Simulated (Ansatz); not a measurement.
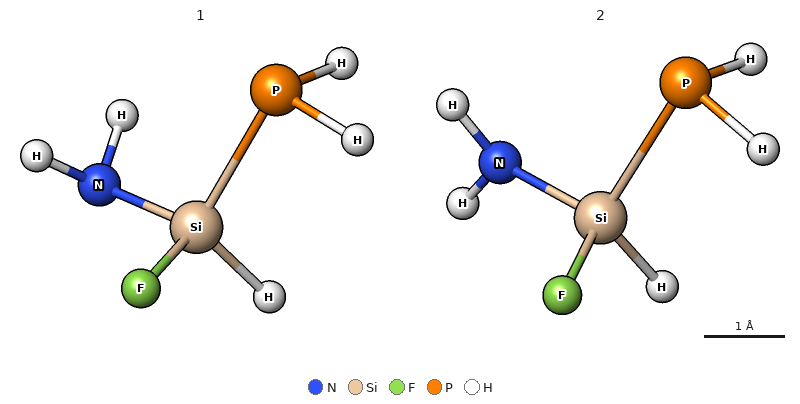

Two geometries of SiPNH5F, drawn at one scale. One is the start of a relaxation, the other its converged end. The picture is a ball-and-stick view, seen at a tilt.

These are results of RKS r2SCAN/def2-mTZVP in Ansatz 0.2.0, not measurements. (no spin polarisation; force threshold 0.015 eV/Å; at most 40 steps)

Which of the two is the end point?

Answer. Structure 2 is the relaxed one. The run prepares an end point of a later path (torsion) calculation, from a guessed geometry. The atom that moves furthest after the best rigid fit is an H atom (1.35 Å). Largest moves by element: H 1.35 Å, F 0.28 Å, P 0.28 Å, N 0.28 Å, Si 0.13 Å. Among the contacts that change: P–Si 2.126 → 2.247 Å, N–Si 1.631 → 1.704 Å, H–N 1.065 → 1.011 Å, H–P 1.465 → 1.425 Å. Bond angles that change, for instance: Si–N–H 110.0° → 121.8°, Si–N–H 111.2° → 121.7°, N–Si–F 105.6° → 115.0°. After 14 accepted moves (17 points after the start) the energy has fallen by 76.0 kJ/mol. Largest force component: 3.6 eV/Å at the start, 0.0062 eV/Å at the end. The line search rejected the trial steps at points 5, 10, 16 of the run.
